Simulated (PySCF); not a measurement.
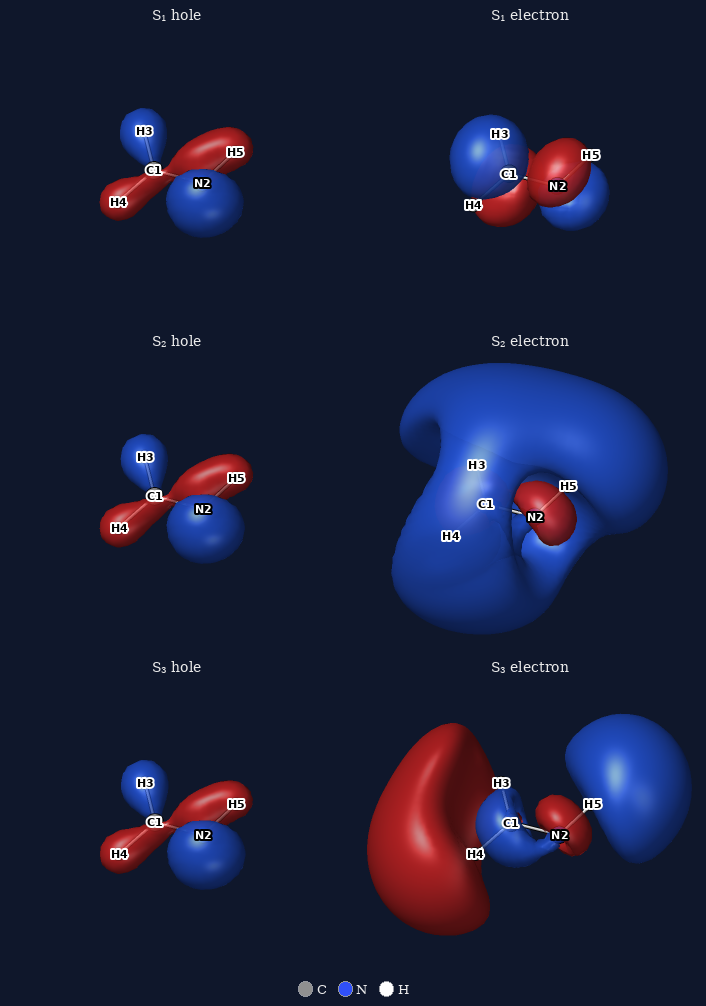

Figure. CH$_{3}$N, SMILES `C=N`. Leading natural transition orbitals (TDA singlet states).

Method: CAM-B3LYP/def2-SVPD; geometry: GFN2-xTB; program: PySCF. No frequency check shows the geometry to be a minimum.

> Give the energy and character of each state.

By state:
- S₁: 5.08 eV (244 nm), f = 0.003, n → π*; the leading pair carries 100 %; hole on N2 (64 %), C1 (14 %) and H3 and H5 (8 % each), electron on C1 (44 %), N2 (37 %) and H3 and H4 (7 % each); their centroids lie 0.6 Å apart.
- S₂: 7.26 eV (171 nm), f = 0.005, n → diffuse (Rydberg-like) orbital; the leading pair carries 100 %; hole on N2 (64 %), C1 (14 %) and H3 and H5 (8 % each), electron on H5 (32 %), H3 (22 %) and C1 (20 %) (atom shares of so diffuse an orbital are rough); their centroids lie 1.0 Å apart.
- S₃: 8.26 eV (150 nm), f = 0.074, n → diffuse (Rydberg-like) orbital; the leading pair carries 99 %; hole on N2 (64 %), C1 (14 %) and H3 (8 %), electron on H5 (30 %), H4 (29 %) and C1 (16 %) (atom shares of so diffuse an orbital are rough); their centroids lie 0.9 Å apart.
